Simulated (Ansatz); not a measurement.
# Decaying states in the gap of CdGa2Te2Se2, part 2 of 2

Wanted: the relaxed cell of CdGa2Te2Se2, its band edges and its decay constants. It is built by putting Te for S in the CdGa2Se2S2 structure of space group C2, with the volume rescaled by atomic radii. The parent structure comes from the Materials Project.

Ansatz 0.2.0; r2SCAN DFT, plane waves, PAW files (the session's first sound run).

So far. Step 2 (Relaxing the new crystal): The largest force component on a free atom ends at 0.0033 eV/Å.

The structure was built from a prototype and need not be the compound's stable phase.

## 3. The bulk crystal and its band edges

The energy window and the wavevectors of the next steps follow from the band edges, so these are searched first, off the mesh as well.

input.yaml

```yaml
crystal:
  lattice:
    - [4.3678103535, -5.6247441939, -0.0915339685]
    - [4.3678103535, 5.6247441939, -0.0915339685]
    - [-4.3813227974, 0.0, 4.2907817591]
  atoms:
    - { symbol: Cd, position: [1.0065425347, -0.0065425347, 0.0] }
    - { symbol: Ga, position: [0.242008724, 0.757991276, 0.5] }
    - { symbol: Ga, position: [0.5054276134, 0.4945723866, 0.0] }
    - { symbol: Se, position: [0.3988782789, 0.1259796986, 0.5374652627] }
    - { symbol: Se, position: [0.8740203014, 0.6011217211, 0.4625347373] }
    - { symbol: Te, position: [0.1079011579, 0.3847786103, -0.0339708644] }
    - { symbol: Te, position: [0.6152213897, 0.8920988421, 1.0339708644] }
kpoints:
  mp_grid: { grid: [4, 4, 6] }
  band_path: { path: [VBM, CBM], npoints: 30 }
scf:
  occupations: { method: fixed }
hamiltonian:
  xc: r2scan
output:
  eigenvalues: true
  write_potential: true
  write_density: true
  volumetric_format: npy
```

Launch:

```
$ ansatz run input.yaml --threads 2 --pin off --max-ram 4096MiB --backend cpu --events-out ev --progress --plain --runs-dir out
```

Numbers of over 12 decimals in the logs are rounded to 6 here.

The log of the run:

```text
[...]
Crystal: 7 atoms, lattice volume = 206.319 Å³
Basis set: ecut = 500 eV, 5217 PW (Γ), exchange–correlation on 216×216×180 points (64 copies of the dense FFT grid, shifted against one another)
Bands: 66, of which v1, the nominal top of the filled ones, is band 55 counted from 1 (54 counted from 0)
Symmetry: 2 space group operations
[...]
k-points: 34 of 96 (time reversal used)
[...]
SCF iter   1: F=—  HF=-40798.790413 eV  |F-HF|=—  |Δ(HF+E_count)|=         —  Δρ=6.09e-3  dr2=3.93e-2  dr2_τ=2.26e-2  ethr=1.77e-3  ⟨swp⟩=5.0  Hψ=6857  notcnv=0  defer=290
[...]
SCF iter   8: F=-40798.815410 eV  HF=-40798.815410 eV  |F-HF|=6.16e-9  |Δ(HF+E_count)|=   6.55e-8  Δρ=2.81e-6  dr2=1.61e-8  dr2_τ=4.06e-10  ethr=9.09e-11  ⟨swp⟩=10.6  Hψ=9594  notcnv=0
SCF 1 converged in 8 iterations: F = -40798.815410 eV  dr2 = 1.61e-8
[...]
NSCF: frozen V_eff on 68 k-points
[...]
SCF converged after 8 iterations
Free energy (F): -40798.815410 eV
[...]
Internal energy: -40798.815410 eV  (E = F + TS)
E sigma→0 (E₀):  -40798.815410 eV
Fermi energy:    6.531926 eV
[...]
--- Band table (eV; the first three rows and the last of 34) ---
  k-point 0: bands = [... 51 lower, 4.7967, 6.2426, 6.3272, 6.5319, 8.0727, 9.1892, 9.4539, 11.0926, ... 7 higher]
  k-point 1: bands = [... 51 lower, 4.9366, 5.4190, 5.9620, 6.2651, 8.9187, 9.4442, 10.1786, 10.4677, ... 7 higher]
  k-point 2: bands = [... 51 lower, 5.2802, 5.3810, 5.7998, 6.0683, 9.0306, 9.4260, 9.8106, 11.0825, ... 7 higher]
  k-point 33: bands = [... 51 lower, 5.2766, 5.6765, 5.7976, 6.2646, 8.5784, 8.7609, 9.8965, 11.0381, ... 7 higher]
```

Elapsed: 2.6 min, on 2 threads of Arm Neoverse V2, shared host; peak memory 1.3 GiB.

This step gave:

| Quantity | Value |
| --- | --- |
| Fermi energy | 6.532 eV |
| gap on the k-mesh | 1.541 eV |
| gap on path | 1.541 eV, by band count; negative where bands overlap |
| direct gap on path | 1.541 eV |
| edge places on path | 0, 0 1/A along the path |

Levels at VBM (eV): -6.83, -5.13, -3.49, -3.49, -3.24, -3.21, -2.56, -2.09, -1.74, -0.29, -0.20, 0.00, 1.54, 2.66, 2.92, 4.56, 4.76, 4.96, 5.23, 5.33, 6.25, 6.95, 7.51.

The searched edges give 1.54 eV, as on the mesh.

## 4. Complex bands

This step: r2SCAN DFT, plane waves, PAW files; complex bands by layer matching along the plane's normal (Ansatz 0.2.0).

The same crystal is laid in a cell whose first two vectors span the (010) plane (indices of the standard conventional cell, whose axes can be ordered otherwise than in the bulk input). At fixed energy and wavevector in the plane the solver finds all kz, real and complex. A few wavevectors are listed, (0, 0) and (0.5, 0) in units of the plane's reciprocal vectors; the slowest state needn't be among them.

input.yaml

```yaml
crystal:
  lattice:
    - [6.132438141, 0.0, 0.0]
    - [-0.236819537, 5.981399471, 0.0]
    - [-3.184628839, 2.990699736, 5.624744194]
  atoms:
    - { symbol: Cd, position: [0.9934574653, 0.0065425347, 0.9869149306] }
    - { symbol: Ga, position: [0.257991276, 0.242008724, 0.515982552] }
    - { symbol: Ga, position: [0.4945723866, 0.5054276134, 0.9891447732] }
    - { symbol: Se, position: [0.1385869838, 0.3988782789, 0.7271014197] }
    - { symbol: Se, position: [0.5885144359, 0.8740203014, 0.7271014197] }
    - { symbol: Te, position: [0.8581279777, 0.1079011579, 0.2768774524] }
    - { symbol: Te, position: [0.4187494747, 0.6152213897, 0.2768774524] }
kpoints:
  mp_grid: { grid: [4, 4, 4] }
scf:
  occupations: { method: fixed }
hamiltonian:
  xc: r2scan
output:
  eigenvalues: true
  transmission:
    leads: [[0, 0]]
    kpoints: [[0.0, 0.0], [0.5, 0.0]]
    e_range: [-1.0, 2.54]
    de: 0.07
```

The log of the run:

```text
[...]
Crystal: 7 atoms, lattice volume = 206.319 Å³
Basis set: ecut = 500 eV, 5217 PW (Γ), exchange–correlation on 180×180×216 points (64 copies of the dense FFT grid, shifted against one another)
Bands: 66, of which v1, the nominal top of the filled ones, is band 55 counted from 1 (54 counted from 0)
Symmetry: 2 space group operations
[...]
k-points: 24 of 64 (time reversal used)
[...]
SCF iter   1: F=—  HF=-40798.789285 eV  |F-HF|=—  |Δ(HF+E_count)|=         —  Δρ=6.10e-3  dr2=3.95e-2  dr2_τ=2.26e-2  ethr=1.77e-3  ⟨swp⟩=5.0  Hψ=4844  notcnv=0  defer=205
[...]
SCF iter   8: F=-40798.814293 eV  HF=-40798.814293 eV  |F-HF|=6.18e-9  |Δ(HF+E_count)|=   6.57e-8  Δρ=2.82e-6  dr2=1.63e-8  dr2_τ=4.14e-10  ethr=9.09e-11  ⟨swp⟩=10.6  Hψ=6569  notcnv=0
SCF 1 converged in 8 iterations: F = -40798.814293 eV  dr2 = 1.63e-8
[...]
transmission: 8 of 16 steps passed
transmission: 16 of 16 steps passed
SCF converged after 8 iterations
Free energy (F): -40798.814293 eV
[...]
Internal energy: -40798.814293 eV  (E = F + TS)
E sigma→0 (E₀):  -40798.814293 eV
Fermi energy:    6.532088 eV
[...]
--- Band table (eV; the first three rows and the last of 24) ---
  k-point 0: bands = [... 51 lower, 4.7968, 6.2428, 6.3274, 6.5321, 8.0728, 9.1894, 9.4540, 11.0928, ... 7 higher]
  k-point 1: bands = [... 51 lower, 4.8824, 5.3846, 5.9518, 6.1864, 8.8631, 9.0959, 9.7529, 10.1015, ... 7 higher]
  k-point 2: bands = [... 51 lower, 4.8580, 5.1719, 5.3943, 5.9919, 8.7064, 8.8634, 9.3643, 9.6826, ... 7 higher]
  k-point 23: bands = [... 51 lower, 5.2768, 5.6767, 5.7977, 6.2648, 8.5785, 8.7610, 9.8965, 11.0383, ... 7 higher]
--- Transmission ---
  basis      : 381 plane waves across, 8 finite elements along
  points     : 2, as listed
  energies   : 51 from -1.000000 to 2.500000 eV about the Fermi level, 0.070000 eV apart; the leads are filled to 0.770378 eV, and channels, transmission and decay are at 0.750000 eV
  crystal 0  : Te2Ga2Se2Cd1, at the sites [0, 0], period 5.6247 Å: whole cells are its period
    offset         : up to 0.0000 Å between an atom of the period and one for which it stands
    channels       : 0.000000e0 a spin
    conductance    : none, the energies end too early or step too widely for 300 K: set another output.transmission.e_range or a lower de, or, where they end at an eighth of basis.ecutwfc, a higher one
    slowest decay  : 0.1520 /Å at (0.0000, 0.0000)
```

The job ended after 2 min (2 threads; peak memory 2 GiB).

This step gave:

```yaml
free_energy: -40798.8143 eV
level_to_which_the_leads_are_filled: 0.7704 eV from the Fermi level
decay_constant_at_the_filling_level_zone_centre: 0.1520 Å⁻¹
decay_constant_at_the_filling_level_slowest_listed_point: 0.152 Å⁻¹
```

K parallel (0, 0); values up to 1.5 1/Å, a degenerate pair printed once or twice; energies at which all values exceed this have no row. Im kz of the slowest decaying states against energy, zero at the highest filled level on the SCF mesh:

```
energy (eV)  decay 1 (Å⁻¹)  decay 2 (Å⁻¹)  decay 3 (Å⁻¹)  decay 4 (Å⁻¹)
    -1.0000          0.221          0.289          0.298          0.358
    -0.7200          0.190          0.298          0.329          0.367
    -0.5100          0.177          0.304          0.343          0.371
    -0.2300         0.0549          0.271          0.307          0.352
    -0.0200          0.109          0.169          0.295          0.307
     0.2600          0.140          0.197          0.253          0.303
     0.4700          0.151          0.253          0.293          0.297
     0.7500          0.152          0.285          0.302          0.319
     1.0300          0.139          0.268          0.315          0.319
     1.2400          0.116          0.252          0.302          0.309
     1.5200         0.0335          0.223          0.271          0.297
     1.7300          0.194          0.239          0.281          0.354
     2.0100          0.132          0.177          0.253          0.311
     2.2200          0.103          0.219          0.237          0.275
     2.5000         0.0427          0.164          0.204          0.221
```

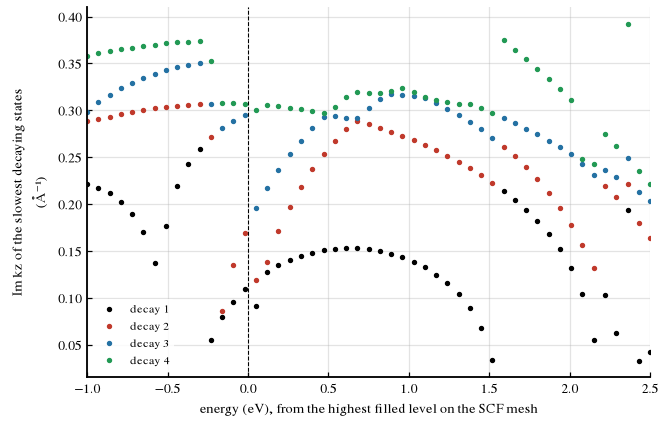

Im kz of the slowest decaying states against energy.

K parallel (0, 0). Re kz of states that move upwards against energy, zero at the highest filled level on the SCF mesh:

```
energy (eV)  channel 1 (Å⁻¹)  channel 2 (Å⁻¹)  channel 3 (Å⁻¹)
    -1.0000           -0.464           -0.242                -
    -0.7200           -0.341           -0.172                -
    -0.5100           -0.414           -0.247           -0.116
    -0.2300           -0.214          -0.0656                -
    -0.0200          -0.0586                -                -
     0.2600                -                -                -
     0.4700                -                -                -
     0.7500                -                -                -
     1.0300                -                -                -
     1.2400                -                -                -
     1.5200                -                -                -
     1.7300            0.109                -                -
     2.0100            0.188                -                -
     2.2200           -0.478            0.245                -
     2.5000           -0.427                -                -
```

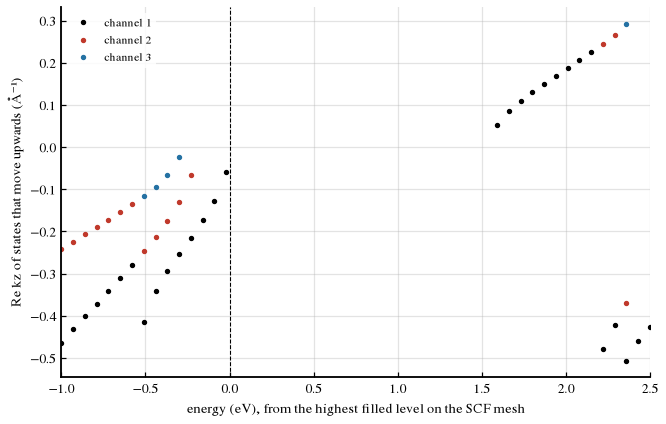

Re kz of states that move upwards against energy.

K parallel (0.5, 0); values up to 1.5 1/Å, a degenerate pair printed once or twice; energies at which all values exceed this have no row. Table of Im kz of the slowest decaying states by energy, zero at the highest filled level on the SCF mesh:

```
energy (eV)  decay 1 (Å⁻¹)  decay 2 (Å⁻¹)  decay 3 (Å⁻¹)  decay 4 (Å⁻¹)
    -1.0000          0.179          0.184          0.643           1.21
    -0.7200          0.163          0.221          0.233          0.587
    -0.5100          0.109          0.254          0.549           1.15
    -0.2300          0.253          0.349          0.497           1.12
    -0.0200          0.283          0.345          0.451           1.09
     0.2600          0.305          0.362          0.463           1.05
     0.4700          0.314          0.379          0.464           1.03
     0.7500          0.317          0.406          0.457          0.991
     1.0300          0.315          0.434          0.442          0.953
     1.2400          0.309          0.432          0.445          0.924
     1.5200          0.297          0.422          0.445          0.884
     1.7300          0.284          0.414          0.436          0.853
     2.0100          0.260          0.404          0.413          0.809
     2.2200          0.234          0.389          0.396          0.776
     2.5000          0.177          0.346          0.384          0.729
```

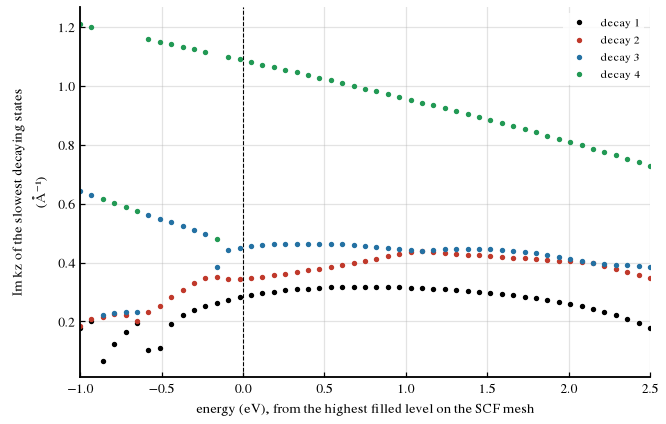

Im kz of the slowest decaying states, plotted against energy.

At the listed wavevectors the last open channel is at -0.02 eV and the next at +1.59 eV on the grid. At +0.75 eV, the grid energy nearest the filling level (the middle of the gap on the SCF mesh), the slowest state at the listed wavevectors decays with κ = 0.152 Å⁻¹, its amplitude falling by e over 6.6 Å. Through 1 nm of this crystal that state's transmission falls by exp(−2 × 0.152 Å⁻¹ × 10 Å) = 0.048.

## 5. Decay over the two-dimensional zone

The listed points could miss the slowest state, so one energy near mid-gap is solved on a mesh of 6×6.

input.yaml: that of step 4 with these lines changed.

```diff
@@ -21,6 +21,2 @@
   eigenvalues: true
-  transmission:
-    leads: [[0, 0]]
-    kpoints: [[0.0, 0.0], [0.5, 0.0]]
-    e_range: [-1.0, 2.54]
-    de: 0.07
+  transmission: { leads: [[0, 0]], kmesh: [6, 6], e_range: [0.77, 0.78], de: 0.05 }
```

The log of the run:

```text
[...]
Crystal: 7 atoms, lattice volume = 206.319 Å³
Basis set: ecut = 500 eV, 5217 PW (Γ), exchange–correlation on 180×180×216 points (64 copies of the dense FFT grid, shifted against one another)
Bands: 66, of which v1, the nominal top of the filled ones, is band 55 counted from 1 (54 counted from 0)
Symmetry: 2 space group operations
[...]
k-points: 24 of 64 (time reversal used)
[...]
SCF iter   1: F=—  HF=-40798.789285 eV  |F-HF|=—  |Δ(HF+E_count)|=         —  Δρ=6.10e-3  dr2=3.95e-2  dr2_τ=2.26e-2  ethr=1.77e-3  ⟨swp⟩=5.0  Hψ=4844  notcnv=0  defer=205
[...]
SCF iter   8: F=-40798.814293 eV  HF=-40798.814293 eV  |F-HF|=6.18e-9  |Δ(HF+E_count)|=   6.57e-8  Δρ=2.82e-6  dr2=1.63e-8  dr2_τ=4.14e-10  ethr=9.09e-11  ⟨swp⟩=10.6  Hψ=6569  notcnv=0
SCF 1 converged in 8 iterations: F = -40798.814293 eV  dr2 = 1.63e-8
[...]
transmission: 32 of 160 steps passed
transmission: 64 of 160 steps passed
[...]
transmission: 160 of 160 steps passed
SCF converged after 8 iterations
Free energy (F): -40798.814293 eV
[...]
Internal energy: -40798.814293 eV  (E = F + TS)
E sigma→0 (E₀):  -40798.814293 eV
Fermi energy:    6.532088 eV
[...]
--- Band table (eV; the first three rows and the last of 24) ---
  k-point 0: bands = [... 51 lower, 4.7968, 6.2428, 6.3274, 6.5321, 8.0728, 9.1894, 9.4540, 11.0928, ... 7 higher]
  k-point 1: bands = [... 51 lower, 4.8824, 5.3846, 5.9518, 6.1864, 8.8631, 9.0959, 9.7529, 10.1015, ... 7 higher]
  k-point 2: bands = [... 51 lower, 4.8580, 5.1719, 5.3943, 5.9919, 8.7064, 8.8634, 9.3643, 9.6826, ... 7 higher]
  k-point 23: bands = [... 51 lower, 5.2768, 5.6767, 5.7977, 6.2648, 8.5785, 8.7610, 9.8965, 11.0383, ... 7 higher]
--- Transmission ---
  basis      : 381 plane waves across, 8 finite elements along
  points     : 20, standing for a mesh of 6 x 6
  energies   : 1 from 0.770000 to 0.770000 eV about the Fermi level; the leads are filled to 0.770378 eV, and channels, transmission and decay are at 0.770000 eV
[...]
channels       : 0.000000e0 a spin
    conductance    : none, crystal 0 has no channel at the energies, or these end too early or step too widely for 300 K: set another output.transmission.e_range or a lower de, or, where they end at an eighth of basis.ecutwfc, a higher one
    slowest decay  : 0.1515 /Å at (0.0000, 0.0000)
```

Elapsed: 2.4 min, on 2 threads; peak memory 2.2 GiB.

Numbers from this step:

* least decay constant on the mesh: 0.1515 Å⁻¹

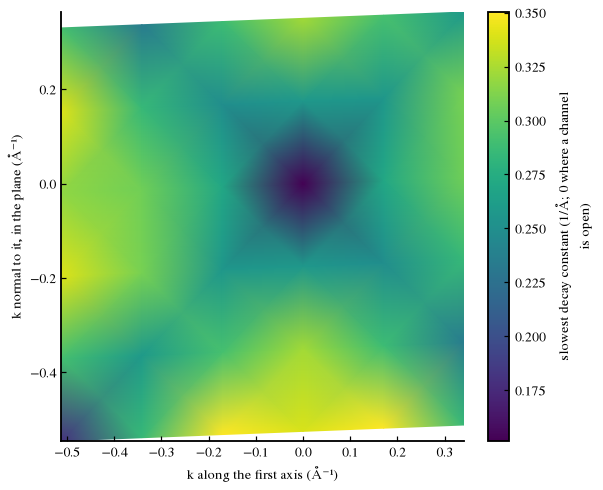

Slowest decay constant (1/Å; 0 where a channel is open) over k1 and k2. At 0.7700 eV from the Fermi level.

The least value on the mesh is 0.151 Å⁻¹ at +0.77 eV. At that energy the listed points give about 0.151 Å⁻¹ by interpolation, so the mesh holds no clearly slower state.

## 6. Summary of results

```
band gap                                         : 1.54 eV
least decay constant at mid-gap, normal to (010) : 0.152 Å⁻¹
least decay constant on a mesh, normal to (010)  : 0.151 Å⁻¹
```

With r2SCAN, the slowest decay at the wavevectors tried is κ = 0.152 Å⁻¹, normal to (010). Through such a film the transmission near mid-gap falls as exp(−2κd), a factor of ten every 7.6 Å. A free electron under a barrier of half the gap would need a mass of 0.11 mₑ to decay at this rate. The compound is made up by substitution; its stability against other phases and against distortions of the cell's symmetry was not tested. r2SCAN still narrows gaps, if less than LDA and GGA do, while spin-orbit coupling, left out here, narrows them in compounds of heavy elements, so the error in κ can go either way.

[Logs are printed without paths, hosts, clocks, repeated set-up lines and the standing remarks that a program may print on its own settings, such as how far it seeks lower states.]

[Hosts, paths, dates, database ids (printed as entryN), source tags and the programs' standing remarks are cut or masked in the printed files.]

[New means built here by substitution; the compound itself may be known and measured.]
